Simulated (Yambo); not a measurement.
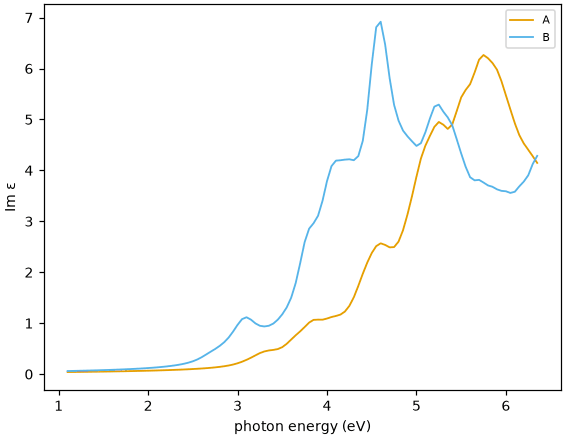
Figure. Two computed absorption spectra of Ba2RuH6 (space group Fm-3m, No. 225) (Yambo, PBEsol bands with the same scissor, field along x)

**Question.** Which curve includes the electron-hole attraction (BSE), and where are its main peaks?

**Answer.** Curve B: the attraction moves weight to lower energy (centre of the plotted range 4.8 eV against 5.3 eV). Its peaks lie at 3.1 eV, 4.6 eV, 5.2 eV. Settings: 6×6×6 mesh, 6 valence and 9 conduction bands, static screening with 69 bands and a 3 Ry block, scissor 1.01 eV, Tamm-Dancoff. The scissor comes from a G0W0 run whose convergence isn't established. Broadening 0.15 eV. The band window holds all transitions up to 6.4 eV. Fine structure above the onset can come from the mesh.

Spin-orbit coupling is not included.

Geometry of the Materials Project entry, not relaxed at this level; primitive cell a = 5.7044 Å, b = 5.7044 Å, c = 5.7044 Å, α = 60.00°, β = 60.00°, γ = 60.00°.

The structure is a Materials Project entry; no match was found in the copy of COD used, and its stability was not checked.
